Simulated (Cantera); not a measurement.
Charge: 1 mol SiO2, 35 mol H2, 0.11 mol H2O, equilibrated at 1552 °C.

Cantera equilibrium calculation (NASA polynomials, part measured and part estimated; ideal gas, pure solids and liquids). Candidate condensed phases: H2O, Si, SiO2; 18 gas species. The tables hold silica as quartz up to 1696 K and as liquid above; real silica turns to tridymite and cristobalite and melts near 1996 K. Gases not in the tables: Si(OH)4. Kinetics and transport are ignored.

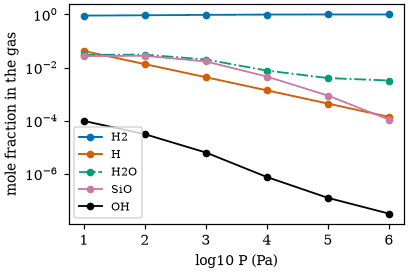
Figure: Equilibrium gas composition (values under 1e-9 drawn at 1e-9)

**Question.** Read off the mole fractions at 750 Torr.

**Answer.** H2 about 0.99, H2O about 0.0040, SiO about 0.00088, H about 0.00044, OH about 1.2e-7.
